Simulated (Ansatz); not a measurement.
# G0W0 on several functionals: Cs2AgSbBr6 (Fm-3m), part 2 of 2

Aim: G0W0 for Cs2AgSbBr6 (Fm-3m) on several starting functionals, at one mesh, band count and screening cutoff.

Ansatz 0.2.0; G0W0 on several functionals, plane waves, PAW. Known limits of the many-body steps: not at the basis limit; d shell near the gap, gap tends to lie low; no spin-orbit coupling; coarse k mesh.

So far. Step 2 (G0W0 on r2SCAN): The gap on the mesh goes from 1.18 eV to 1.94 eV, a correction of +0.76 eV. Between the two edge states, bare exchange in place of the xc potential would open the gap by 6.14 eV, and correlation takes back 5.38 eV.

In doubt: masses and optical values from hybrid runs of this build are listed as unsure (steps 3, 4), which bears on the screening that GW takes from such a start; one-shot GW on d or f shells is unsure, so the values of those runs are not to be relied on.

**3. G0W0 on HSE06**

One-shot GW remembers its start. Another functional's orbitals and levels show by how much.

This step: G0W0 on HSE06, plane waves, PAW; PAW set soft_1.

The input, input.yaml:

```yaml
crystal:
  lattice:
    - [0.0, 5.689253, 5.689253]
    - [5.689253, 0.0, 5.689253]
    - [5.689253, 5.689253, 0.0]
  atoms:
    - { symbol: Cs, position: [0.75, 0.75, 0.75] }
    - { symbol: Cs, position: [0.25, 0.25, 0.25] }
    - { symbol: Ag, position: [0.5, 0.5, 0.5] }
    - { symbol: Sb, position: [0.0, 0.0, 0.0] }
    - { symbol: Br, position: [0.751554, 0.248446, 0.248446] }
    - { symbol: Br, position: [0.248446, 0.248446, 0.751554] }
    - { symbol: Br, position: [0.248446, 0.751554, 0.751554] }
    - { symbol: Br, position: [0.248446, 0.751554, 0.248446] }
    - { symbol: Br, position: [0.751554, 0.248446, 0.751554] }
    - { symbol: Br, position: [0.751554, 0.751554, 0.248446] }
kpoints:
  mp_grid: { grid: [2, 2, 2] }
hamiltonian:
  xc: hse06
  pseudopotentials: { kind: paw, azcp: { folder: soft_1 } }
scf:
  occupations: { method: fixed }
gw:
  n_empty_bands: 1099
  ecut_chi: 120.0
  qp_bands: [v3, c3]
  qp_kpoints: band_edges
  screening: { model: contour_deformation }
```

On the command line:

```
$ ansatz run input.yaml --threads 3 --pin off --max-ram 92160MiB --backend cuda --events-out ev --progress --plain --runs-dir out --devices 1 --max-vram 13GiB
```

Numbers of over 12 decimals in the logs are rounded to 6 here.

Log:

```text
GPUs: using 1 of 1 available (devices: 1).
[...]
davidson cushion auto → on  (no smearing: the cushion is to keep the highest requested band from converging to the state above it; pin scf.eigensolver.cushion to override)
[...]
GPU FFT provider: cuFFT
GPU libraries: cuBLAS 13.8.2, cuFFT 12.4.0, cuSOLVER 12.3.4
Crystal: 10 atoms, lattice volume = 368.295 Å³
Basis set: ecut = 420 eV, 7239 PW (Γ)
Bands: 57, of which v1, the nominal top of the filled ones, is band 47 counted from 1 (46 counted from 0)
Symmetry: 48 space group operations
[...]
k-points: 3 of 8
[...]
GPU buffer pool allocated for 157464 grid points (all kernels)
[...]
SCF iter   1: F=—  HF=-42129.288928 eV  |F-HF|=—  |Δ(HF+E_count)|=         —  Δρ=2.88e-2  dr2=6.34e0  ethr=1.00e-1  ⟨swp⟩=7.3  Hψ=515  notcnv=0
[...]
SCF iter   7: F=-42126.904039 eV  HF=-42126.904029 eV  |F-HF|=1.06e-5  |Δ(HF+E_count)|=   1.80e-4  Δρ=7.11e-5  dr2=1.53e-5  ethr=3.65e-7  ⟨swp⟩=4.3  Hψ=482  notcnv=0
SCF 1 stopped early in 7 iterations: F = -42126.904039 eV  dr2 = 1.53e-5
[...]
GPU FFT provider: cuFFT
GPU libraries: cuBLAS 13.8.2, cuFFT 12.4.0, cuSOLVER 12.3.4
[...]
GPU buffer pool allocated for 157464 grid points (all kernels)
[...]
band pass: the eigensolver left bands unlocked in 1 slot; of largest residual, k=1: 1 band unlocked, the lowest band 1150 (counted from 1), max residual 8.81e-4 eV over all its bands; `*` marks the rows of those k-points, and any row can be off: every row's sums read bands of every k-point
[...]
0    45      1.8619   -19.8024     2.3913   -16.8192  0.7665     1.2624     1.2701  root
     0    46      2.1738   -24.9339     2.6444   -22.0277  0.7665     1.9108     1.9121  root
     0    47      2.1738   -24.9339     2.6444   -22.0277  0.7665     1.9108     1.9121  root
     0    48      6.1179    -9.2325    -3.4171   -12.9135  0.7937     6.3829     6.3818  root
     0    49      6.1179    -9.2325    -3.4171   -12.9135  0.7937     6.3829     6.3818  root
     0    50      6.1179    -9.2325    -3.4171   -12.9135  0.7937     6.3829     6.3818  root
     1    45      1.7328   -21.4492     2.5440   -18.4326  0.7646     1.2543     1.2602  root *
     1    46      1.7328   -21.4492     2.5440   -18.4326  0.7646     1.2543     1.2602  root *
     1    47      2.3038   -18.2513     1.2400   -16.5630  0.7791     1.8522     1.8556  root *
     1    48      5.0840    -9.1345    -3.4488   -12.8197  0.7990     5.3211     5.3203  root *
     1    49      7.3686   -11.7331    -3.5047   -15.5732  0.7723     7.7065     7.7039  root *
     1    50      7.3686   -11.7331    -3.5047   -15.5732  0.7723     7.7065     7.7039  root *
     2    45      1.8479   -19.7572     2.3873   -16.7773  0.7665     1.2477     1.2554  root
     2    46      2.1678   -24.9400     2.6495   -22.0285  0.7663     1.9046     1.9059  root
     2    47      3.4205   -22.0429     1.5339   -20.1925  0.7822     3.1027     3.1042  root
     2    48      6.5451    -9.9317    -3.5040   -13.7202  0.7866     6.8310     6.8296  root
     2    49      6.5451    -9.9317    -3.5040   -13.7202  0.7866     6.8310     6.8296  root
     2    50      6.8693   -10.3376    -3.5875   -14.2237  0.7810     7.1695     7.1679  root
[key lines of the parts left out:]
Free energy (F): -42155.875823 eV
Fermi energy:    3.420547 eV
```

It took 2.9 min on 1 × NVIDIA H100 80GB HBM3 (shared by 6 runs) with 3 threads of AMD EPYC 7R13 (Zen 3), shared host; peak memory 2.4 GiB; 3.8 min of CPU time.

Numbers from this step:

- bands summed: 1146
- RPA ε∞ on this mesh (eigenvalues): 4.451, 4.451, 4.451
- plane waves in the screening matrix: 1067
- q-points in the mesh: 8
- G0W0 gap on the mesh: 2.216 eV
- k of the valence top: 0, -0.5, -0.5
- k of the conduction bottom: 0, 0, -0.5
- starting gap on the mesh: 1.663 eV
- Z at the valence top: 0.7822
- Z at the conduction bottom: 0.7990
- least direct G0W0 gap on the computed points: 3.465 eV

Against the run with 2×2×2 mesh, 1099 empty bands, screening to 120 eV, PAW set soft_1 files on r2SCAN, the gap moves by +0.27 eV, while the start moved by +0.48 eV.

**4. G0W0 on PBE0**

This step: G0W0 on PBE0, plane waves, PAW; PAW set soft_1.

input.yaml: that of step 3 with these lines changed.

```diff
@@ -19,3 +19,3 @@
 hamiltonian:
-  xc: hse06
+  xc: pbe0
   pseudopotentials: { kind: paw, azcp: { folder: soft_1 } }
```

Log:

```text
GPUs: using 1 of 1 available (devices: 1).
[...]
GPU FFT provider: cuFFT
GPU libraries: cuBLAS 13.8.2, cuFFT 12.4.0, cuSOLVER 12.3.4
Crystal: 10 atoms, lattice volume = 368.295 Å³
Basis set: ecut = 420 eV, 7239 PW (Γ)
Bands: 57, of which v1, the nominal top of the filled ones, is band 47 counted from 1 (46 counted from 0)
Symmetry: 48 space group operations
[...]
k-points: 3 of 8
[...]
1    45      1.3482   -21.4708     2.3869   -18.8301  0.7821     1.0933     1.0943  root
     1    46      1.3482   -21.4708     2.3869   -18.8301  0.7821     1.0933     1.0943  root
[...]
2    47      3.0807   -22.0353     1.4330   -20.5046  0.7999     2.9830     2.9831  root
     2    48      6.8817    -9.9025    -3.3895   -13.3509  0.8050     6.9406     6.9406  root
     2    49      6.8817    -9.9025    -3.3895   -13.3509  0.8050     6.9406     6.9406  root
     2    50      7.2137   -10.3115    -3.4664   -13.8491  0.8001     7.2849     7.2848  root
[key lines of the parts left out:]
Free energy (F): -42151.929492 eV
Fermi energy:    3.080711 eV
```

Elapsed: 1.7 min, on 1 × NVIDIA H100 80GB HBM3 (shared by 6 runs) with 3 threads; peak memory 2.4 GiB.

Numbers from this step:

```yaml
bands_summed: 1146
rpa_eps_infinity_on_this_mesh_eigenvalues: 3.966, 3.966, 3.966
plane_waves_in_the_screening_matrix: 1067
g0w0_gap_on_the_mesh: 2.436 eV
k_of_the_valence_top: 0, -0.5, -0.5
k_of_the_conduction_bottom: 0, 0, -0.5
starting_gap_on_the_mesh: 2.322 eV
least_direct_g0w0_gap_on_the_computed_points: 3.690 eV
```

Against the run with 2×2×2 mesh, 1099 empty bands, screening to 120 eV, PAW set soft_1 files on HSE06, the gap moves by +0.22 eV, while the start moved by +0.66 eV.

**5. The starts together**

All on the 2×2×2 mesh with 1099 empty bands and screening to 120 eV. Times are wall times on 1 × NVIDIA H100 80GB HBM3 (shared by 6 runs) with 3 threads of AMD EPYC 7R13 (Zen 3), shared host, good to a factor of about two.

```tsv
start	starting gap (eV)	shift (eV)	G0W0 gap (eV)	RPA ε∞ (harmonic mean)	Z (valence, conduction)	time
r2SCAN	1.18	+0.76	1.94	5.27	0.76, 0.78	26 s
HSE06	1.66	+0.55	2.22	4.45	0.78, 0.80	2.9 min
PBE0	2.32	+0.11	2.44	3.97	0.80, 0.82	1.7 min
```

How the two edges are built up, in eV (the quasiparticle level is the starting level plus Σx plus Σc less Vxc):

```tsv
run	edge	start	Σx	Σc	Vxc	Z	QP
r2SCAN	valence top	3.75	-23.07	1.86	-20.75	0.76	3.28
r2SCAN	conduction bottom	4.94	-9.35	-3.52	-13.16	0.78	5.23
HSE06	valence top	3.42	-22.04	1.53	-20.19	0.78	3.10
HSE06	conduction bottom	5.08	-9.13	-3.45	-12.82	0.80	5.32
PBE0	valence top	3.08	-22.04	1.43	-20.50	0.80	2.98
PBE0	conduction bottom	5.40	-9.11	-3.35	-12.48	0.82	5.42
```

For a hybrid start, Vxc holds its share of exact exchange.

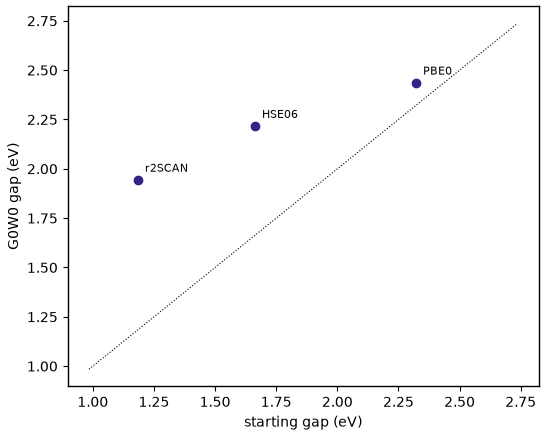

G0W0 gap against starting gap; on the dotted line the correction would vanish.

**6. Results**

```json
{
 "G0W0@r2SCAN": "1.94 eV (start 1.18 eV)",
 "G0W0@HSE06": "2.22 eV (start 1.66 eV)",
 "G0W0@PBE0": "2.44 eV (start 2.32 eV)",
 "known limits": "not at the basis limit; d shell near the gap, gap tends to lie low; no spin-orbit coupling; coarse k mesh"
}
```

The starting gaps span 1.14 eV and the G0W0 gaps 0.49 eV. Between r2SCAN and PBE0, 0.49 eV of the 1.14 eV survives, 43 %. PBE0 screens less than r2SCAN (ε∞ 3.97 against 5.27). Of the 0.49 eV by which its G0W0 gap is higher, the correlation part gives +0.59 eV, and exchange with the one-particle terms, which follow the orbitals, −0.10 eV. The smallest correction, +0.11 eV, is on PBE0, the start nearest to reproducing itself. Bands and cutoff are finite, so the gap is not at the basis limit. The miss can reach some tenths of an eV and take either sign; the mesh is an error of its own. The 2×2×2 mesh is coarse for this cell (its supercell is 16 Å along the shortest edge). The RPA ε∞ on it, from the r2SCAN start, is 5.27; such meshes misread the long-range screening, most where the gap is narrow. The program warns that the mesh is coarse for exact exchange, which bears on the hybrid start's gap. A d shell, filled or nearly so, lies near the gap. One-shot GW converges very slowly in bands there, not always from below, and on a semilocal start the gap tends to come out low; starts rich in exact exchange can overshoot instead. The many-body steps are scalar-relativistic: spin-orbit coupling is not in them.

[Paths, hosts, dates, memory and timing lines, banners, echoed tables and standing remarks are left out of the program output.]

[Logs are printed without paths, hosts, clocks, repeated set-up lines and the standing remarks that a program may print on its own settings, such as how far it seeks lower states.]

[Runs of the session that timed out or met a known fault of the program may be left out.]

[Cells called generated may have been cut or substituted from an entry of the Crystallography Open Database or the Materials Project.]

[Hosts, paths, dates, database ids (printed as entryN), source tags and the programs' standing remarks are cut or masked in the printed files.]
